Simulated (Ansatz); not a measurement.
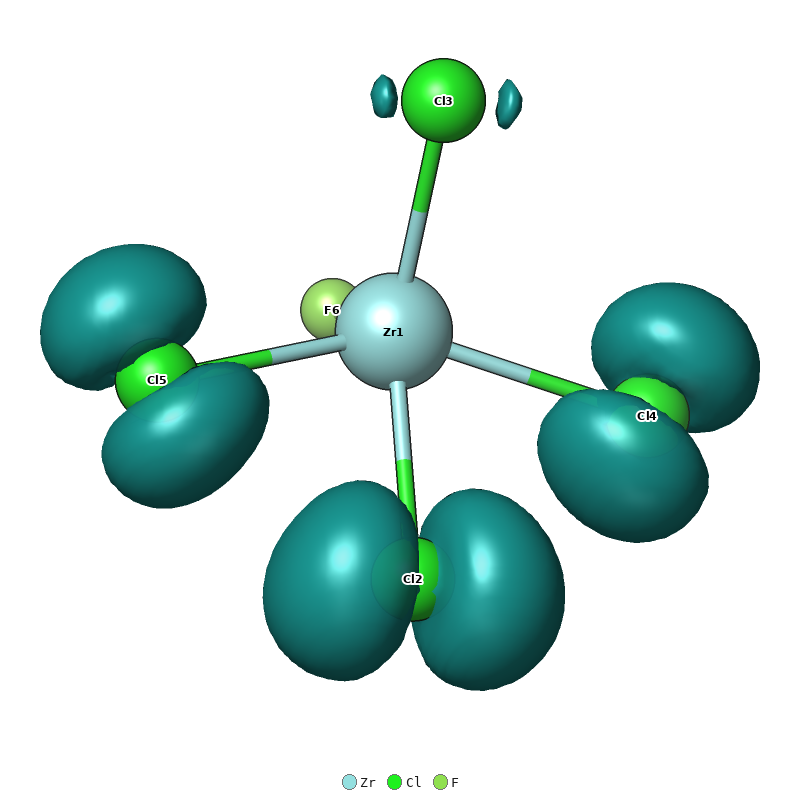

The picture shows: Cl4FZr (doublet). Isosurface of the spin density at +0.02 e/Å³ (teal), seen at a tilt.

Core potentials replace the inner electrons of Zr.

These are results of UKS PBE/def2-SVP (Ansatz 0.2.0), not measurements.

```yaml
atoms:
  - { symbol: Zr, position_ang: [0.2485, -0.0001, 0.8544] }
  - { symbol: Cl, position_ang: [-2.2432, -0.0003, 0.9921] }
  - { symbol: Cl, position_ang: [1.6201, 0.0009, -1.0489] }
  - { symbol: Cl, position_ang: [-0.4670, 2.3490, 0.8030] }
  - { symbol: Cl, position_ang: [-0.4677, -2.3492, 0.8039] }
  - { symbol: F, position_ang: [1.3119, -0.0003, 2.4180] }
```

Where is the unpaired spin?

Answer. The unpaired spin (1 electron) lies mostly on Cl2 (about 0.5), Cl4 (about 0.2) and Cl5 (about 0.2), in electrons by Hirshfeld's partition.
